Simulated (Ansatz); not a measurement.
Response to strain in CaO

Start from CaO in the rock salt structure (space group Fm-3m, No. 225; a = 4.7948 Å).

Strains are applied to the cell and any free atomic positions relax.

Method: plane-wave PAW DFT at the r2SCAN level (Ansatz, an electronic-structure program, 500 eV), no SOC.

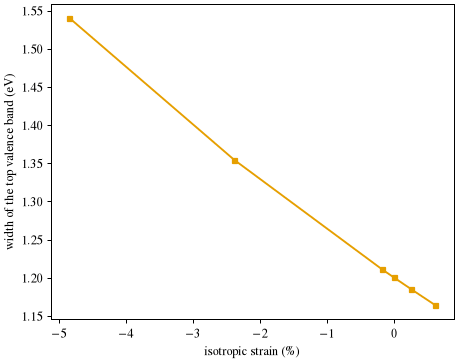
Figure: Width of the top valence band against isotropic strain

```
isotropic strain (%)  width of the top valence band
--------------------  -----------------------------
-4.84                                       1.54 eV
-2.38                                       1.35 eV
-0.17                                       1.21 eV
0.26                                        1.19 eV
0.62                                        1.16 eV
```

The levels and masses belong to the bands next to the band gap. Stability against distortions was not tested.
